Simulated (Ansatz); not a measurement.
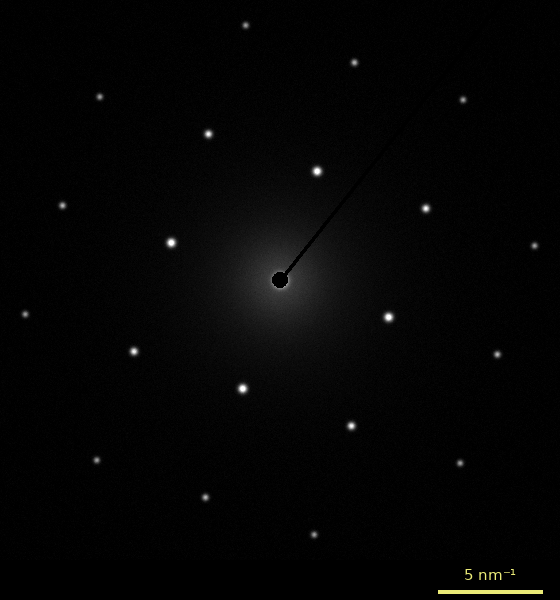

Computed electron diffraction pattern, 200 kV, single scattering only, B = 1 Å².

What net do the spots form, and what spacings does it show?

Answer. The spots form a square net with both shortest vectors at d = 1.80 Å, 90.0° apart.

What is the point symmetry of the pattern, intensities included?

Answer. 4mm. A zero-layer kinematic pattern is always centrosymmetric (Friedel's law). A fourfold pattern needs a tetragonal or cubic crystal seen along a 4 or -4 axis.

Which crystal and zone produced it?

Answer. This cannot be fixed from one zone alone; the pattern is [001] of Cu, space group Fm-3m (No. 225), a = 3.61 Å. The net vectors are 2 0 0 and 0 2 0. Structure: the input geometry of an electronic-structure calculation (not necessarily at equilibrium).
